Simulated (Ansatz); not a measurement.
# Ag+ with HCl: superposition error and deformation, part 2 of 2

Ansatz 0.2.0, Gaussian basis.

## 12. wB97X-V/def2-TZVPPD

free-b/in.yaml reads:

```yaml
crystal:
  periodic: [false, false, false]
  atoms:
    - {symbol: Cl, position_ang: [0.752020, 0.411885, -0.005974]}
    - {symbol: H, position_ang: [0.404667, 0.221628, -1.221878]}
basis:
  gaussian: {orbitals: "def2-TZVPPD.json"}
hamiltonian: {xc: {name: wB97X-V}}
```

Run with:

```sh
ansatz run in.yaml --threads 2 --pin off --events-out ev --progress --plain --max-ram 5222MiB
```

Standard output, cut to the lines that bear on the results:

```text
Functional definition: wB97X-V
  name "wB97X-V"
  cite "Mardirossian & Head-Gordon, Phys. Chem. Chem. Phys. 16, 9904 (2014) doi:10.1039/C3CP54374A"
  cite "Becke, J. Chem. Phys. 107, 8554 (1997) doi:10.1063/1.475007"
  cite "Vydrov & Van Voorhis, J. Chem. Phys. 133, 244103 (2010) doi:10.1063/1.3521275"
[...]
      + integral(e_c_pw_opposite_spin*poly(b97_u_opposite, cos0, cos1)) + vv10(b, c)
386 factors; their error is unknown
85 factors; integrals over basis functions are off by at most 5.7e-5 eV
[...]
mean field -12537.64900502 eV, -460.7501026107 hartree, gradient 1.8e-5 eV, S^2 0.000000; 0 other end points of the search recorded, 0 dependent functions left out
reference -12537.64900274 eV, -460.7501025269 hartree; 9, 9 occupied and 59, 59 virtual orbitals, 386 factors
Total energy: -12537.64900274 eV, -460.7501025269 hartree
```

Run time: 0.6 s. Hardware: 2 threads of AMD EPYC 7R13, shared host.

## 13. wB97M-V/def2-TZVPPD

Changes to free-b/in.yaml since step 12:

```diff
@@ -7,2 +7,2 @@
   gaussian: {orbitals: "def2-TZVPPD.json"}
-hamiltonian: {xc: {name: wB97X-V}}
+hamiltonian: {xc: {name: wB97M-V}}
```

Run with:

```sh
ansatz run in.yaml --threads 2 --pin off --events-out ev --progress --plain --max-ram 5222MiB
```

Standard output, cut to the lines that bear on the results:

```text
[... 5 set-up lines as earlier in the session ...]
  # Of w^i u^j: cxij and so on, Table III.
[...]
  gx(w, u) = 1 - cx + cx01*u + cx10*w
  gss(w, u) = css00 + css04*u^4 + css10*w + css20*w^2 + css43*w^4*u^3
  gos(w, u) = cos00 + cos10*w + (cos20 + cos21*u)*w^2 + (cos60 + cos61*u)*w^6
[...]
      + integral(e_c_pw_mod_opposite_spin*gos(b97_w_opposite, b97_u_opposite)) + vv10(b, c)
386 factors; their error is unknown
85 factors; integrals over basis functions are off by at most 5.7e-5 eV
[...]
mean field -12538.78046526 eV, -460.7916830076 hartree, gradient 1.8e-5 eV, S^2 0.000000; 0 other end points of the search recorded, 0 dependent functions left out
reference -12538.78052379 eV, -460.7916851585 hartree; 9, 9 occupied and 59, 59 virtual orbitals, 386 factors
Total energy: -12538.78052379 eV, -460.7916851585 hartree
```

Wall time 0.65 s (2 threads of AMD EPYC 7R13, shared host).

## 14. B2PLYP/def2-TZVPPD

Changes to free-b/in.yaml since step 13:

```diff
@@ -7,2 +7,2 @@
   gaussian: {orbitals: "def2-TZVPPD.json"}
-hamiltonian: {xc: {name: wB97M-V}}
+hamiltonian: {xc: {name: B2PLYP}}
```

Run with:

```sh
ansatz run in.yaml --threads 2 --pin off --events-out ev --progress --plain --max-ram 5222MiB
```

Standard output, cut to the lines that bear on the results:

```text
[... 5 set-up lines as earlier in the session ...]
[...]
386 factors; integrals over basis functions are off by at most 1.1e-3 eV
[...]
mean field -12534.16928765 eV, -460.6222253560 hartree, gradient 1.1e-6 eV, S^2 0.000000; 0 other end points of the search recorded, 0 dependent functions left out
5 core orbitals not correlated: weight in the atoms' cores, before any rotation towards them, 1.000 or more for the frozen orbitals, at most 0.000 for the correlated occupied ones
reference -12534.16941191 eV, -460.6222299225 hartree; 4, 4 occupied and 59, 59 virtual orbitals, 386 factors
second order -6.74868542 eV of doubles, -0.00000000 eV of singles
Total energy: -12535.99155697 eV, -460.6891925185 hartree
```

Run time: 0.35 s. Hardware: 2 threads of AMD EPYC 7R13, shared host.

## 15. BLYP-D4/def2-TZVPPD

Changes to free-b/in.yaml since step 14:

```diff
@@ -7,2 +7,2 @@
   gaussian: {orbitals: "def2-TZVPPD.json"}
-hamiltonian: {xc: {name: B2PLYP}}
+hamiltonian: {xc: {name: BLYP}, dispersion: d4}
```

Run with:

```sh
ansatz run in.yaml --threads 2 --pin off --events-out ev --progress --plain --max-ram 5222MiB
```

Standard output, cut to the lines that bear on the results:

```text
Functional definition: BLYP
  name "BLYP"
[... 2 set-up lines as earlier in the session ...]
  parameter beta = 0.0042
  parameter a = 0.04918
  parameter b = 0.132
  parameter c = 0.2533
  parameter d = 0.349
  exchange = b88_x(beta = beta)
  correlation = lyp_c(a = a, b = b, c = c, d = d)
383 factors; their error is unknown
mean field evaluation 1: about -12539.0555 eV, gradient 1.3e1 eV
mean field evaluation 2: about -12538.9410 eV, gradient 1.6e1 eV
mean field evaluation 4: about -12539.4478 eV, gradient 6.3e-1 eV
mean field evaluation 8: about -12539.4411 eV, gradient 2.4e-3 eV
mean field -12539.44106475 eV, -460.8159595912 hartree, gradient 6.0e-5 eV, S^2 0.000000; 0 other end points of the search recorded, 0 dependent functions left out
reference -12539.44133127 eV, -460.8159693857 hartree; 9, 9 occupied and 59, 59 virtual orbitals, 383 factors
Total energy: -12539.45482022 eV, -460.8164650952 hartree
```

Wall time 0.25 s (2 threads of AMD EPYC 7R13, shared host).

## 16. revPBE-D4/def2-TZVPPD

Changes to free-b/in.yaml since step 15:

```diff
@@ -7,2 +7,2 @@
   gaussian: {orbitals: "def2-TZVPPD.json"}
-hamiltonian: {xc: {name: BLYP}, dispersion: d4}
+hamiltonian: {xc: {name: revPBE}, dispersion: d4}
```

Run with:

```sh
ansatz run in.yaml --threads 2 --pin off --events-out ev --progress --plain --max-ram 5222MiB
```

Standard output, cut to the lines that bear on the results:

```text
Functional definition: revPBE
  name "revPBE"
  cite "Zhang & Yang, Phys. Rev. Lett. 80, 890 (1998) doi:10.1103/PhysRevLett.80.890"
[... 1 set-up line as earlier in the session ...]
  parameter kappa = 1.245
[... 3 set-up lines as earlier in the session ...]
383 factors; their error is unknown
mean field evaluation 1: about -12536.9761 eV, gradient 1.2e1 eV
mean field evaluation 2: about -12536.9409 eV, gradient 1.4e1 eV
mean field evaluation 4: about -12537.3163 eV, gradient 4.1e-1 eV
mean field evaluation 8: about -12537.3094 eV, gradient 4.5e-3 eV
mean field -12537.30939770 eV, -460.7376222719 hartree, gradient 5.5e-5 eV, S^2 0.000000; 0 other end points of the search recorded, 0 dependent functions left out
reference -12537.30945844 eV, -460.7376245040 hartree; 9, 9 occupied and 59, 59 virtual orbitals, 383 factors
Total energy: -12537.33265508 eV, -460.7384769649 hartree
```

It took 0.2 s on 2 threads of AMD EPYC 7R13, shared host.

## 17. B97M-V/def2-TZVPPD

Changes to free-b/in.yaml since step 16:

```diff
@@ -7,2 +7,2 @@
   gaussian: {orbitals: "def2-TZVPPD.json"}
-hamiltonian: {xc: {name: revPBE}, dispersion: d4}
+hamiltonian: {xc: {name: B97M-V}}
```

Run with:

```sh
ansatz run in.yaml --threads 2 --pin off --events-out ev --progress --plain --max-ram 5222MiB
```

Standard output, cut to the lines that bear on the results:

```text
[... 5 set-up lines as earlier in the session ...]
  # Of w^i u^j: cxij and so on, Table III.
[...]
  gx(w, u) = cx00 + cx01*u + cx02*u^2 + (cx10 + cx11*u)*w
  gss(w, u) = css00 + css02*u^2 + css10*w + (css32*w^3 + css42*w^4)*u^2
  gos(w, u) = cos00 + cos01*u + cos03*u^3 + cos10*w + cos32*w^3*u^2
[...]
      + integral(e_c_pw_mod_opposite_spin*gos(b97_w_opposite, b97_u_opposite)) + vv10(b, c)
383 factors; their error is unknown
[...]
mean field -12536.26403842 eV, -460.6992060270 hartree, gradient 3.8e-5 eV, S^2 0.000000; 0 other end points of the search recorded, 0 dependent functions left out
reference -12536.26410949 eV, -460.6992086387 hartree; 9, 9 occupied and 59, 59 virtual orbitals, 383 factors
Total energy: -12536.26410949 eV, -460.6992086387 hartree
```

Run time: 0.55 s. Hardware: 2 threads of AMD EPYC 7R13, shared host.

## 18. HSE06-D4/def2-TZVPPD

Changes to free-b/in.yaml since step 17:

```diff
@@ -7,2 +7,2 @@
   gaussian: {orbitals: "def2-TZVPPD.json"}
-hamiltonian: {xc: {name: B97M-V}}
+hamiltonian: {xc: hse06, dispersion: d4}
```

Run with:

```sh
ansatz run in.yaml --threads 2 --pin off --events-out ev --progress --plain --max-ram 5222MiB
```

Standard output, cut to the lines that bear on the results:

```text
Functional definition: HSE06
  name "HSE06"
  cite "Heyd, Scuseria & Ernzerhof, J. Chem. Phys. 118, 8207 (2003) doi:10.1063/1.1564060"
  cite "Krukau, Vydrov, Izmaylov & Scuseria, J. Chem. Phys. 125, 224106 (2006) doi:10.1063/1.2404663"
  cite "Heyd & Scuseria, J. Chem. Phys. 120, 7274 (2004) doi:10.1063/1.1668634"
  cite "Ernzerhof & Perdew, J. Chem. Phys. 109, 3313 (1998) doi:10.1063/1.476928"
[... 2 set-up lines as earlier in the session ...]
[...]
  # The whole range is PBE's own exchange, as in plane waves. The composition of these papers is wPBEh.
[...]
393 factors; their error is unknown
31 factors; integrals over basis functions are off by at most 1.5e-4 eV
[...]
mean field -12535.16317649 eV, -460.6587500973 hartree, gradient 8.3e-5 eV, S^2 0.000000; 0 other end points of the search recorded, 0 dependent functions left out
reference -12535.16322341 eV, -460.6587518216 hartree; 9, 9 occupied and 59, 59 virtual orbitals, 393 factors
Total energy: -12535.16739652 eV, -460.6589051806 hartree
```

Run time: 0.3 s. Hardware: 2 threads of AMD EPYC 7R13, shared host.

## 19. CCSD(T)/def2-TZVPPD

Changes to free-b/in.yaml since step 18:

```diff
@@ -7,2 +7,2 @@
   gaussian: {orbitals: "def2-TZVPPD.json"}
-hamiltonian: {xc: hse06, dispersion: d4}
+correlation: {method: ccsd_t}
```

Run with:

```sh
ansatz run in.yaml --threads 2 --pin off --events-out ev --progress --plain --max-ram 5222MiB
```

Standard output, cut to the lines that bear on the results:

```text
[... 4 set-up lines as earlier in the session ...]
[...]
386 factors; integrals over basis functions are off by at most 1.1e-3 eV
[...]
mean field -12519.95663303 eV, -460.0999199326 hartree, gradient 2.5e-6 eV, S^2 0.000000; 0 other end points of the search recorded, 0 dependent functions left out
5 core orbitals not correlated: weight in the atoms' cores, before any rotation towards them, 1.000 or more for the frozen orbitals, at most 0.000 for the correlated occupied ones
reference -12519.95663303 eV, -460.0999199326 hartree; 4, 4 occupied and 59, 59 virtual orbitals, 386 factors
second order -5.58048812 eV of doubles, -0.00000000 eV of singles
cycle   1  -5.99497083 eV  change   -4.1e-1 eV  update   3.9e-2
[...]
cycle   8  -6.13747233 eV  change    1.0e-6 eV  update   3.3e-6
perturbative correction -0.22599787 eV, -0.0083052684 hartree
Total energy: -12526.32010323 eV, -460.3337731490 hartree
```

Wall time 0.35 s (2 threads of AMD EPYC 7R13, shared host).

## 20. The split

```tsv
method	interaction with counterpoise (kJ/mol)	without	superposition error	deformation	binding energy
PBE-D4	-107.75	-108.07	0.32	-0.14	-107.89
revPBE-D4	-95.06	-95.38	0.32	-0.15	-95.20
BLYP-D4	-103.85	-104.23	0.38	-0.20	-104.06
r2SCAN-D4	-105.45	-105.72	0.27	0.20	-105.25
B97M-V	-97.14	-97.38	0.24	0.42	-96.72
PBE0-D4	-93.00	-93.27	0.27	0.24	-92.76
B3LYP-D4	-94.16	-94.48	0.32	0.13	-94.03
HSE06-D4	-92.96	-93.23	0.26	0.23	-92.73
wB97X-V	-85.12	-85.39	0.28	0.32	-84.80
wB97M-V	-85.02	-85.34	0.32	0.26	-84.76
B2PLYP	-83.71	-85.65	1.95	0.31	-83.40
Hartree-Fock	-40.14	-40.41	0.27	0.77	-39.37
MP2	-78.84	-84.10	5.27	0.51	-78.33
CCSD	-67.66	-72.54	4.88	0.43	-67.23
CCSD(T)	-72.24	-77.88	5.65	0.36	-71.88
```

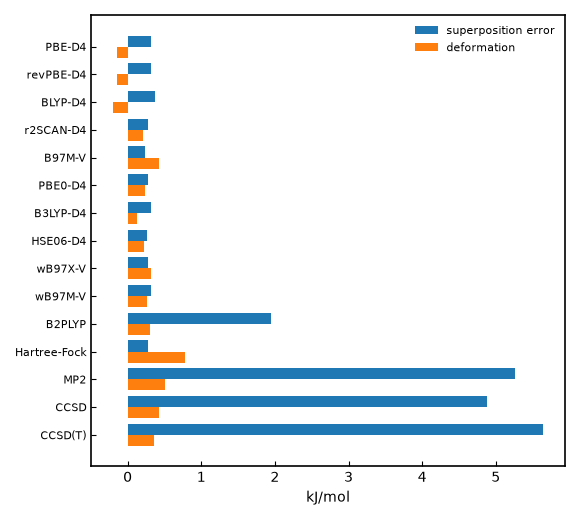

Superposition error and deformation energy by method.

## 21. Outcome

The summary covers parts 1 to 2.

| quantity | value |
| --- | --- |
| interaction, CCSD(T) | -72.24 kJ/mol |
| superposition error | 5.65 kJ/mol |
| deformation | 0.36 kJ/mol |
| binding energy | -71.88 kJ/mol |

In this basis the superposition error is 5.65 kJ/mol for CCSD(T) and 0.30 kJ/mol on average for the plain functionals: correlated methods borrow far more, since they need many more functions to converge. Deformation takes back 0 % of the interaction. The free shapes are PBE0-D4 minima, so other methods can show a small negative deformation energy.
